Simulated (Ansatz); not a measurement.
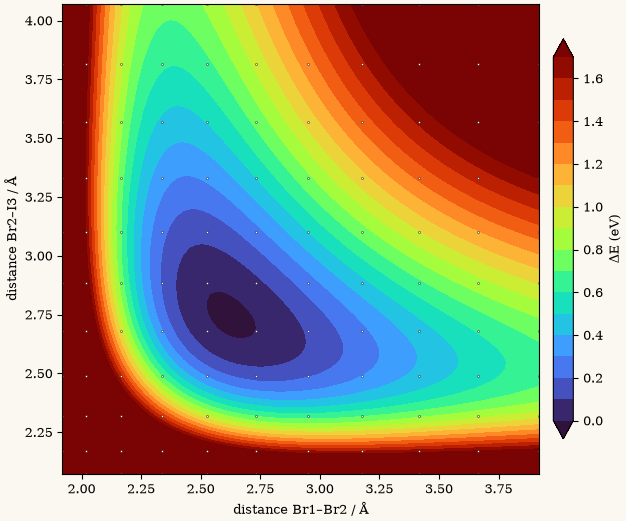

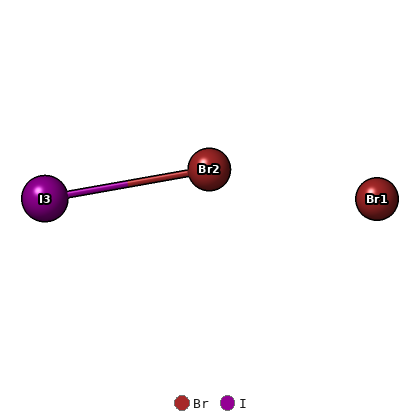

Energy landscape of the system Br⁻ + BrI. The first coordinate is: distance Br1–Br2; the second: distance Br2–I3. Nothing is relaxed (the angle Br1–Br2–I3 is fixed at 160 degrees). The scan uses an 11 × 11 grid. Points are written as (first, second). Energies: eV, counted from the lowest grid point. The reference is spin-restricted, so regions where a bond is pulled apart into radicals lie too high. Level of theory: Ansatz, RKS PBE0-D4/def2-TZVPD.

In the figure: filled contours, dots at the grid points, one colour for all values above the top of the scale. Between grid points the surface is interpolated. The second picture is the structure at the lowest point.

Question: Describe this landscape.

Answer: The lowest grid point is at (2.732 Å, 2.680 Å). It is the only kind of minimum in the scanned range. The highest grid point, (1.920 Å, 2.072 Å), lies 8.85 eV above the lowest. Round the minimum the valley is somewhat tilted: raising distance Br1–Br2 shifts the best value of distance Br2–I3 downwards (coupling k₁₂/√(k₁₁k₂₂) about 0.5).

The input of one point:

```yaml
crystal:
  periodic: [false, false, false]
  atoms:
    - { symbol: Br, position_ang: [-2.732, 0.0, 0.0] }
    - { symbol: Br, position_ang: [0.0, 0.0, 0.0] }
    - { symbol: I, position_ang: [2.518376, 0.916614, 0.0] }
total_charge: -1
basis:
  gaussian: { orbitals: def2-TZVPD }
hamiltonian:
  xc: pbe0
  dispersion: d4
output:
  forces: true
```

Each point was launched as `ansatz run input.yaml --threads 1 --pin off --max-ram 2560MiB --backend cpu --events-out ev --progress --plain --runs-dir out`. Time for the 121 points that were run: 54 min on 1 thread of Arm Neoverse N1, with other jobs on the host.
